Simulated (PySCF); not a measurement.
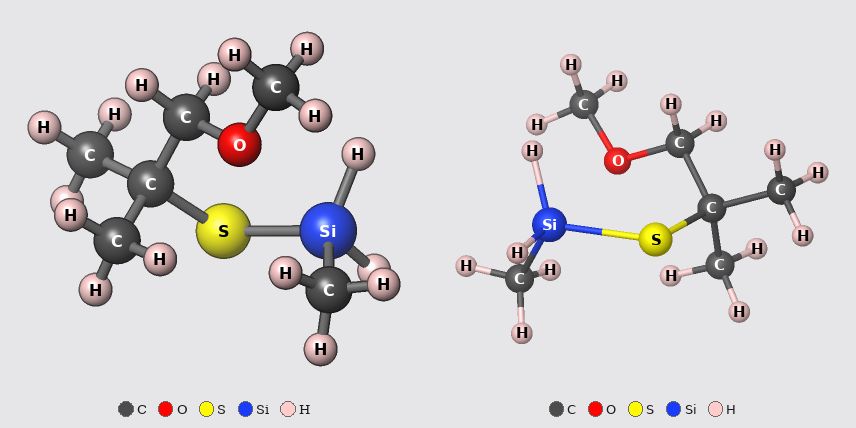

Both panels show the same species.

The geometry was computed by an optimisation with GFN2-xTB. No frequency run is at hand to confirm it as a minimum.

What is the molecular formula?

C6H16OSSi, 25 atoms: 6 carbon, 16 hydrogen, 1 oxygen, 1 sulfur and 1 silicon.

Count the bonded pairs by element.

14 C–H, 3 C–C, 2 C–O, 2 Si–H, 1 C–S, 1 S–Si, 1 C–Si.

Name functional groups in it.

Among them: ether, Si–H bond.

Describe its rings.

It has no ring.

Give a SMILES string for it.

COCC(C)(C)S[SiH2]C

More results for the same structure follow; atom numbers are the same in all pictures, views and colours differ.

Geometry

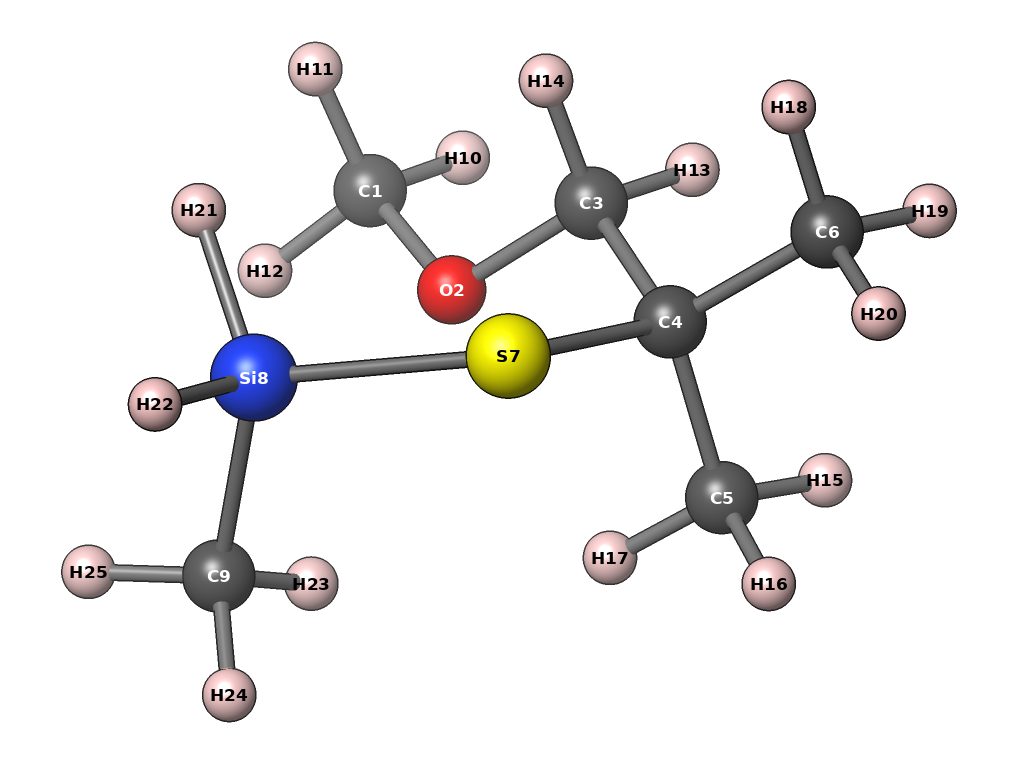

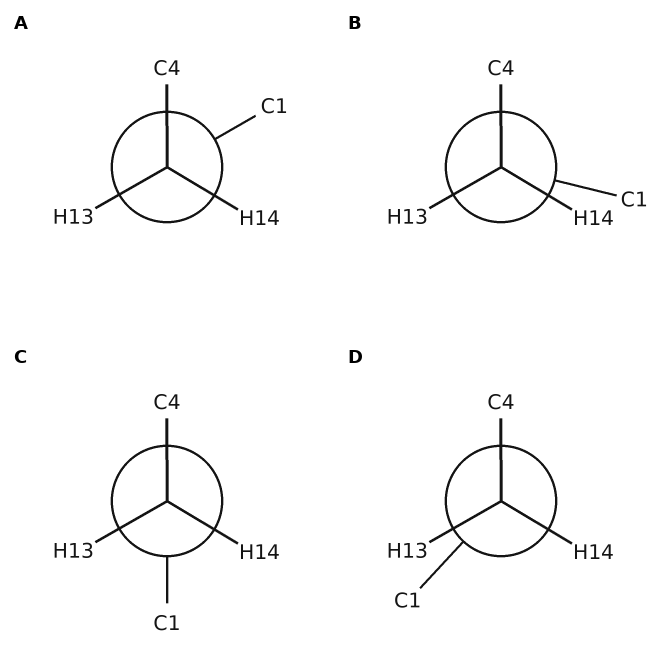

Depth is shown by fading: the farther an atom, the more it takes the colour of the background. Bonds that would overlap in a projection are set slightly apart. No frequency run is at hand to confirm it as a minimum.

Which Newman projection shows the view along C3–O2, with C3 in front?

C. The torsion angle C4–C3–O2–C1 is 180°, antiperiplanar (anti).

Dipole moment

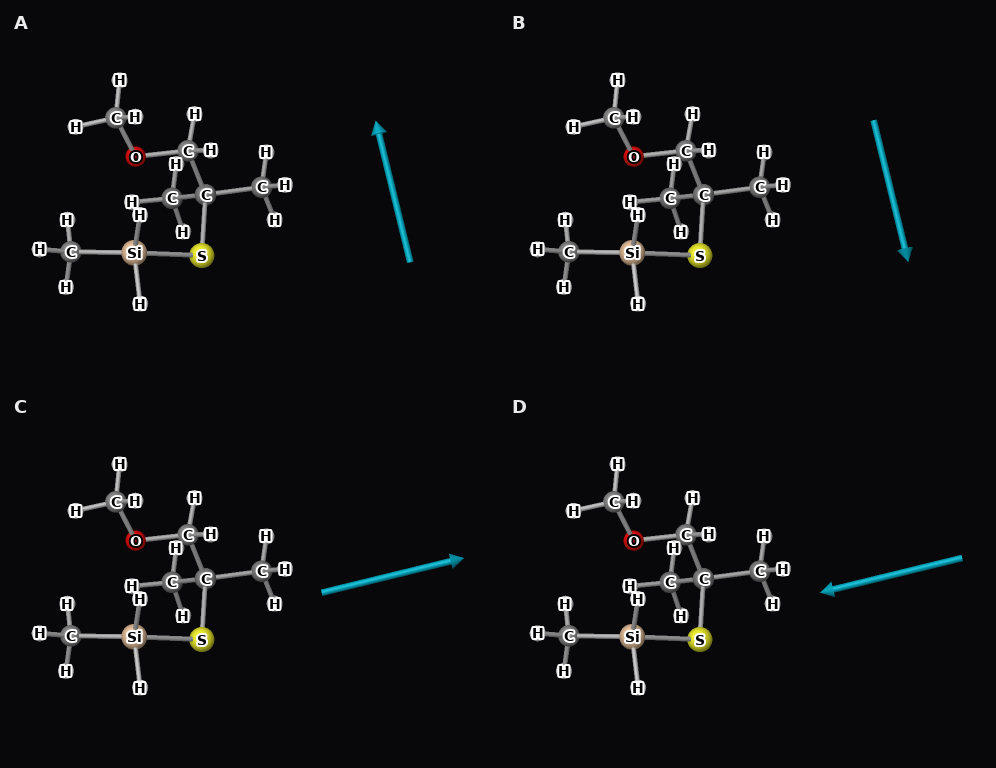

The same molecule four times, each with an arrow. No frequency run is at hand to confirm it as a minimum. Properties computed with PBE0/pcSseg-1, gas phase (PySCF 2.14.0).

Which arrow points along the dipole moment, from the negative to the positive end?

A. The dipole moment is 3.52 D.

NMR shielding

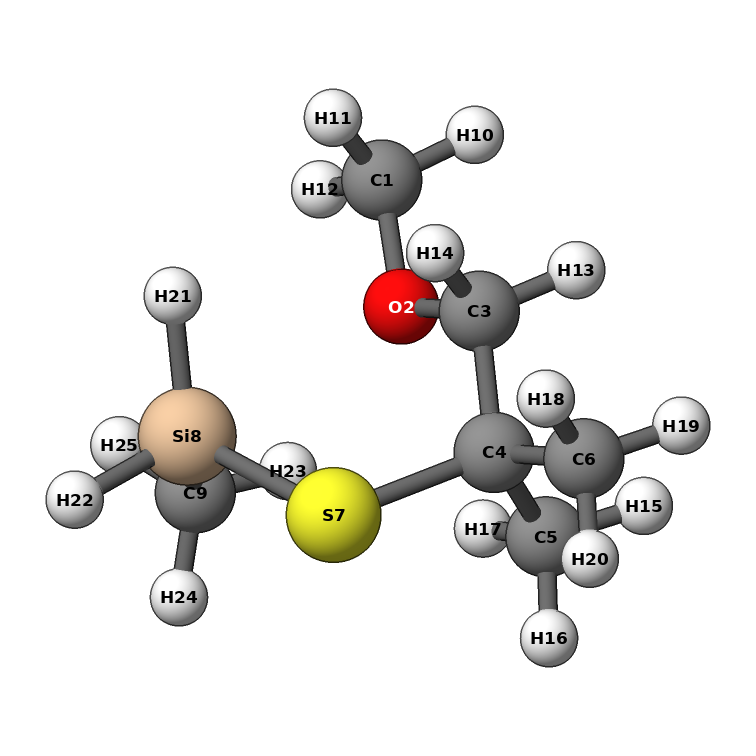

No frequency run is at hand to confirm it as a minimum. Method: GIAO PBE0/pcSseg-1 NMR shielding, non-relativistic, gas phase (PySCF 2.14.0). Principal shieldings σ11 ≤ σ22 ≤ σ33, span Ω = σ33 − σ11, skew κ = 3(σiso − σ22)/Ω.

Give the shielding tensors of the O atoms.

```
atom    σ11    σ22    σ33   σiso     Ω     κ
  O2  276.0  287.1  333.4  298.8  57.4  0.61
```

Shieldings and span in ppm.

Quadrupole coupling

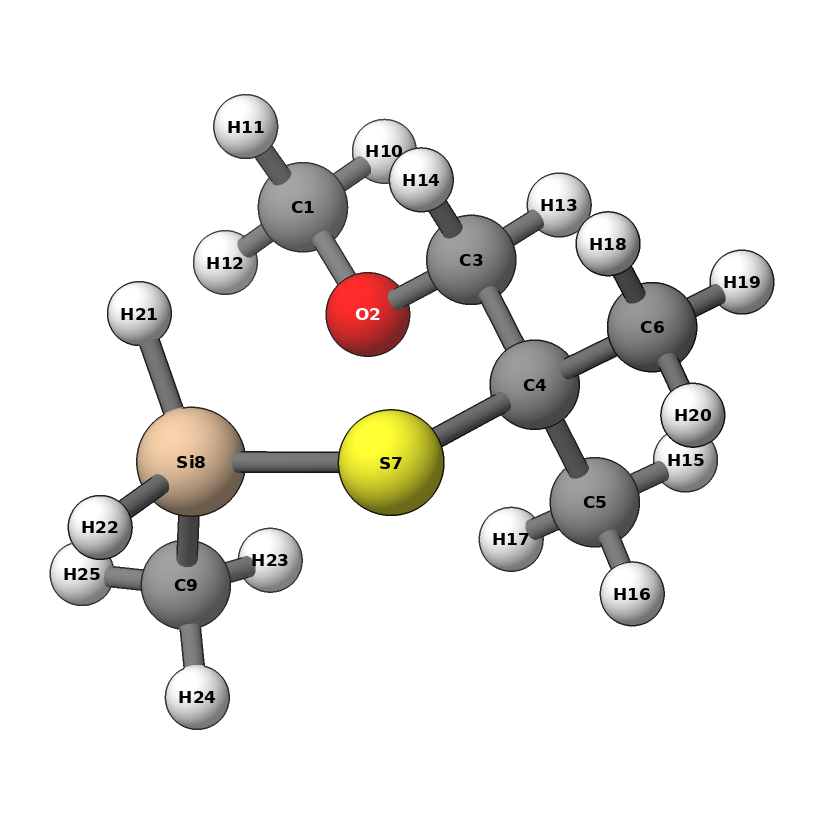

No frequency run is at hand to confirm it as a minimum. Electric field gradients from the ground-state density, PBE0/pcSseg-1 (PySCF 2.14.0), non-relativistic apart from any core potentials.

Give the largest field-gradient component, the quadrupole coupling constant and the asymmetry for 17O at O2 (Q = −25.6 mb), 33S at S7 (Q = −67.81 mb), 2H at H10 (Q = 2.86 mb), 2H at H11 (Q = 2.86 mb), 2H at H12 (Q = 2.86 mb), 2H at H13 (Q = 2.86 mb).

```json
{"atom": "O2", "V_zz (a.u.)": "−1.954", "e²qQ/h (MHz)": "11.75", "η": "0.97"}
{"atom": "S7", "V_zz (a.u.)": "−2.164", "e²qQ/h (MHz)": "34.5", "η": "0.94"}
{"atom": "H10", "V_zz (a.u.)": "0.292", "e²qQ/h (MHz)": "0.196", "η": "0.08"}
{"atom": "H11", "V_zz (a.u.)": "0.288", "e²qQ/h (MHz)": "0.194", "η": "0.08"}
{"atom": "H12", "V_zz (a.u.)": "0.307", "e²qQ/h (MHz)": "0.206", "η": "0.07"}
{"atom": "H13", "V_zz (a.u.)": "0.280", "e²qQ/h (MHz)": "0.188", "η": "0.07"}
```

The geometry is semi-empirical. Around Si such bond lengths and angles can be off by a tenth of an ångström or more and by several degrees, and values that hang on the shape move with them.
